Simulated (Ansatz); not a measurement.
# ClFInO radical: inputs that go wrong

Aim: try 4 inputs for ClFInO radical as typed, read how each ends, and find what has to change.

Method: the settings change from run to run; program: Ansatz 0.2.0, Gaussian basis.

## Step 1: The molecule

The geometry comes from an earlier relaxation with PBE0-D4 in a triple-zeta def2 set; it is a stationary point. In takes a core potential in def2 sets; no spin-orbit term is included.

SMILES `[O][In]([F])[Cl]`, 4 atoms, charge 0, spin multiplicity 2.

Atoms are counted from 1 here; the program's logs count them from 0.

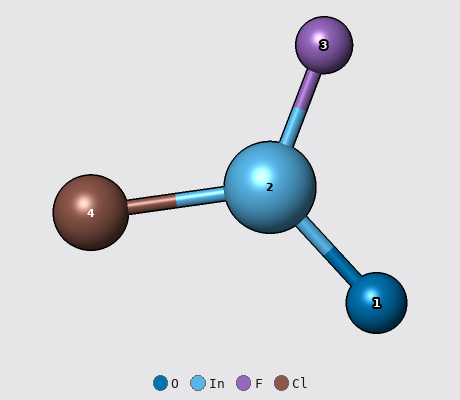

The structure; colours as in the key; atoms are numbered from 1 in the order of the file.

Geometry (Å):

```xyz
4
ClFInO
O     1.4257    0.0788    1.4503
In    0.0464   -0.0523    0.0262
F    -0.4241   -1.8281   -0.5600
Cl   -0.9925    1.7413   -0.9368
```

## Step 2: Attempt 1

The input, in.yaml:

```yaml
crystal:
  periodic: [false, false, false]
  atoms:
    - {symbol: O, position_ang: [1.425659, 0.078849, 1.450257]}
    - {symbol: In, position_ang: [0.046427, -0.052346, 0.026194]}
    - {symbol: F, position_ang: [-0.424116, -1.828126, -0.559981]}
    - {symbol: Cl, position_ang: [-0.992471, 1.741322, -0.936770]}
basis:
  gaussian: {orbitals: ANO-RCC-VTZP, fitting: {mean_field: cc-pVTZ-jkfit}}
magnetization: {spin_polarized: false, initial_magnetization: 1}
hamiltonian: {xc: {name: wB97}}
scf: {lower_state_search: off}
```

Started as:

```sh
ansatz run in.yaml --threads 2 --pin off --events-out ev --progress --plain --max-ram 31744MiB --backend cpu
```

The program printed:

```text
Functional definition: wB97
  name "wB97"
  cite "Chai & Head-Gordon, J. Chem. Phys. 128, 084106 (2008) doi:10.1063/1.2834918"
  cite "Becke, J. Chem. Phys. 107, 8554 (1997) doi:10.1063/1.475007"
  parameter omega = 0.4/bohr
  parameter cx1 = 1.13116
  parameter cx2 = -2.74915
  parameter cx3 = 12.0900
  parameter cx4 = -5.71642
  parameter css1 = -2.55352
  parameter css2 = 11.8926
  parameter css3 = -26.9452
  parameter css4 = 17.0927
  parameter cos1 = 3.99051
  parameter cos2 = -17.0066
  parameter cos3 = 1.07292
  parameter cos4 = 8.88211
  # The coefficients of nought are those of the uniform gas.
  exchange = spin_sum(e_x_unif_sr(omega)*poly(b97_u_x, 1, cx1, cx2, cx3, cx4)) + exact_x_lr(omega)
  correlation = spin_sum(e_c_pw_same_spin*poly(b97_u_same, 1, css1, css2, css3, css4))
      + integral(e_c_pw_opposite_spin*poly(b97_u_opposite, 1, cos1, cos2, cos3, cos4))
these checks for a lower state are left out or cut short: stability, starts, cluster_reference, orbital_swaps, neighbouring_geometries, increment
Error: <dir> the basis set cc-pVTZ-JKFIT has no functions for In
```

It took 0.83 s on 2 threads of AMD EPYC 7R13, shared host.

What is wrong: Refused before any calculation. The fitting set named has no entry for an element of this molecule. Cure: leave the fitting key out, or name a set that covers all elements and suits the basis.

## Step 3: Attempt 2

The input, in.yaml:

```yaml
crystal:
  periodic: [false, false, false]
  atoms:
    - {symbol: O, position_ang: [2.694106, 0.149002, 2.740589]}
    - {symbol: In, position_ang: [0.087734, -0.098920, 0.049500]}
    - {symbol: F, position_ang: [-0.801463, -3.454658, -1.058211]}
    - {symbol: Cl, position_ang: [-1.875499, 3.290624, -1.770240]}
basis:
  gaussian: {orbitals: def2-mTZVPP}
magnetization: {spin_polarized: true, initial_magnetization: 1}
hamiltonian: {xc: {name: SPW92}, pseudopotentials: {relativity: scalar}}
scf: {lower_state_search: full}
output: {forces: true}
```

Same command.

The program printed:

```text
Functional definition: SPW92
  name "SPW92"
  cite "Dirac, Proc. Camb. Phil. Soc. 26, 376 (1930) doi:10.1017/S0305004100016108"
  cite "Slater, Phys. Rev. 81, 385 (1951) doi:10.1103/PhysRev.81.385"
  cite "Perdew & Wang, Phys. Rev. B 45, 13244 (1992) doi:10.1103/PhysRevB.45.13244"
  exchange = slater_x
  correlation = pw_c
929 factors; their error is unknown
mean field evaluation 1: about -22351.7411 eV, gradient 8.4e1 eV
mean field evaluation 2: about -21078.7913 eV, gradient 2.7e2 eV
mean field evaluation 4: about -22037.2406 eV, gradient 1.6e2 eV
mean field evaluation 8: about -22403.5479 eV, gradient 2.0e1 eV
mean field evaluation 16: about -22410.9321 eV, gradient 1.1e0 eV
mean field evaluation 32: about -22411.4363 eV, gradient 9.8e-3 eV
mean field evaluation 64: about -22409.9689 eV, gradient 4.9e0 eV
mean field evaluation 96: about -22411.4175 eV, gradient 1.7e0 eV
mean field evaluation 128: about -22411.3148 eV, gradient 4.0e0 eV
mean field evaluation 160: about -22411.4341 eV, gradient 4.9e-3 eV
mean field evaluation 192: about -22411.4328 eV, gradient 5.4e-3 eV
mean field evaluation 224: about -22410.3708 eV, gradient 8.2e0 eV
mean field evaluation 256: about -22411.3183 eV, gradient 2.1e-1 eV
mean field evaluation 288: about -22411.4342 eV, gradient 2.5e-2 eV
mean field evaluation 320: about -22410.8488 eV, gradient 9.3e0 eV
mean field evaluation 352: about -22403.7983 eV, gradient 2.8e1 eV
mean field evaluation 384: about -22411.4235 eV, gradient 4.8e-1 eV
mean field evaluation 416: about -22408.2282 eV, gradient 5.2e0 eV
mean field evaluation 448: about -22411.2405 eV, gradient 4.3e0 eV
mean field evaluation 480: about -22411.4361 eV, gradient 1.3e-2 eV
mean field evaluation 512: about -22411.4243 eV, gradient 1.2e0 eV
mean field evaluation 544: about -22411.4274 eV, gradient 1.5e-3 eV
mean field evaluation 576: about -22411.3849 eV, gradient 6.5e-1 eV
mean field evaluation 608: about -22355.8322 eV, gradient 5.6e1 eV
mean field evaluation 640: about -22378.2079 eV, gradient 3.4e1 eV
mean field evaluation 672: about -22407.1575 eV, gradient 2.4e1 eV
mean field evaluation 704: about -22410.1855 eV, gradient 7.7e0 eV
mean field evaluation 736: about -22410.7862 eV, gradient 2.4e-3 eV
mean field evaluation 768: about -22410.7866 eV, gradient 6.2e-4 eV
Error: SIGTERM received: run cancelled behind 768 evaluations of the mean field
```

Wall time 91 s (2 threads of AMD EPYC 7R13, shared host).

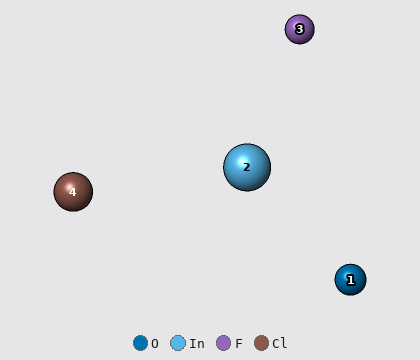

The geometry of this input.

**Diagnosis.** The run hit its time limit. The coordinates are in bohr but typed as ångström. The shortest distance is 3.64 Å (In2–F3), against 1.93 Å in the relaxed molecule. Cure: take the coordinates from the file in ångström.

## Step 4: Attempt 3

The input, in.yaml:

```yaml
crystal:
  periodic: [false, false, false]
  atoms:
    - {symbol: O, position_ang: [1.425659, 0.078849, 1.450257]}
    - {symbol: In, position_ang: [0.046427, -0.052346, 0.026194]}
    - {symbol: F, position_ang: [-0.424116, -1.828126, -0.559981]}
    - {symbol: Cl, position_ang: [-0.992471, 1.741322, -0.936770]}
basis:
  gaussian: {orbitals: def2-mTZVP}
magnetization: {spin_polarized: true, initial_magnetization: 1}
hamiltonian: {xc: {name: wB97M-V}, dispersion: d4}
```

Same command.

The program printed:

```text
Error: invalid value for `hamiltonian.dispersion`: no damping is tabulated for this functional; type it, or the functional that lends it
```

Wall time 0.05 s (2 threads of AMD EPYC 7R13, shared host).

Diagnosis: The program refused the input. The dispersion term doesn't go with the functional. Fix: leave the dispersion key out, since this functional holds its own nonlocal correlation.

## Step 5: Attempt 4

The input, in.yaml:

```yaml
crystal:
  periodic: [false, false, false]
  atoms:
    - {symbol: O, position_ang: [1.425659, 0.078849, 1.450257]}
    - {symbol: In, position_ang: [0.046427, -0.052346, 0.026194]}
    - {symbol: F, position_ang: [-0.424116, -1.828126, -0.559981]}
    - {symbol: Cl, position_ang: [-0.992471, 1.741322, -0.936770]}
basis:
  gaussian: {orbitals: def2-TZVPP}
magnetization: {spin_polarized: true, initial_magnetization: 1}
hamiltonian: {xc: {name: B2PLYP}, dispersion: rvv10}
```

The command is unchanged.

The program printed:

```text
Error: invalid value for `hamiltonian.dispersion`: this functional's text states its nonlocal part
```

Wall time 0.05 s (2 threads of AMD EPYC 7R13, shared host).

What is wrong: The program refused the input. The dispersion term doesn't go with the functional. To mend it, leave the dispersion key out, or pick one that has parameters for this functional.

## Step 6: Summary

| attempt | level | ended | cause | time |
| --- | --- | --- | --- | --- |
| 1 | wB97/ANO-RCC-VTZP | refused | the fitting set named has no entry for an element of this molecule | 0.83 s |
| 2 | SPW92/def2-mTZVPP | timeout | the coordinates are in bohr but typed as ångström | 91 s |
| 3 | wB97M-V/def2-mTZVP | refused | the dispersion term doesn't go with the functional | 0.05 s |
| 4 | B2PLYP/def2-TZVPP | refused | the dispersion term doesn't go with the functional | 0.05 s |

In words: 3 refused, 1 timeout. A refusal costs next to no computing time.
